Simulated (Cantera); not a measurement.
A closed system holds: 1 mol (CH3)2SiCl2, 6.5 mol H2, held at 1.33 mbar.

Equilibrium computed with Cantera from the NASA thermochemical tables; the gas is ideal and each condensed phase is pure. Candidate condensed phases: C, C6H6, C7H8, C8H18, Si, SiC; 109 gas species. The feed counts by its element totals alone. The tables' values for SiCl, SiCl3 are old estimates; treat these amounts as uncertain. Gases not in the tables: Si2H6 and higher silanes. The numbers say what is thermodynamically allowed, not how fast it happens.

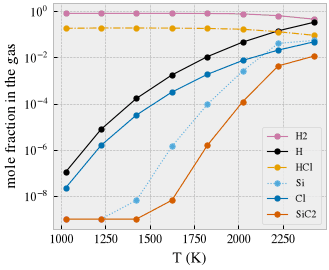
Figure: Equilibrium gas composition (values under 1e-9 drawn at 1e-9)

From 1025 K to 2225 K the condensed part is C(graphite) + SiC(s). At 2425 K the condensed part is C(graphite). The main Si-bearing gas is SiCl4 at 1025 K and Si at 2425 K. The share of Si in condensed phases is highest at 1225 K (99.7 %) and lowest at 2425 K (0.0 %).
